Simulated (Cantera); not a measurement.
A closed system holds: 1 mol SiH₄, 3 mol HCl, 4.8 mol N₂, held at 20.3 Torr.

These are equilibrium values from Cantera (NASA tables, ideal gas, pure condensed phases), not measurements of a reactor. Candidate condensed phases: NH₄Cl, Si, Si₃N₄; 28 gas species. N₂ is the only nitrogen source here; it is nearly inert below about 1500 K, so the nitride shown seldom forms there in practice. The tables' values for SiCl₃ are old estimates; treat these amounts as uncertain. Equilibrium is a limit: real reactors are often held back by kinetics, nucleation or transport.

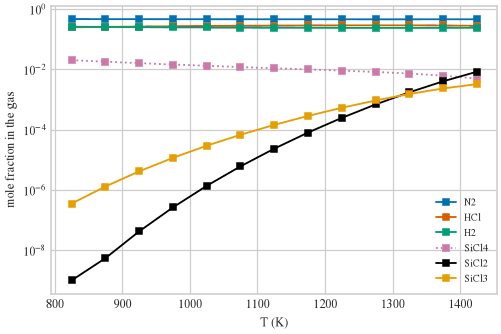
*Equilibrium gas composition (values under 1e-9 drawn at 1e-9)*

From 825 K to 1425 K the condensed part is Si₃N₄(s). The main Si-bearing gas is SiCl₄ at 825 K and SiCl₂ at 1425 K. The share of Si in condensed phases is highest at 1225 K (90.8 %) and lowest at 825 K (81.6 %).
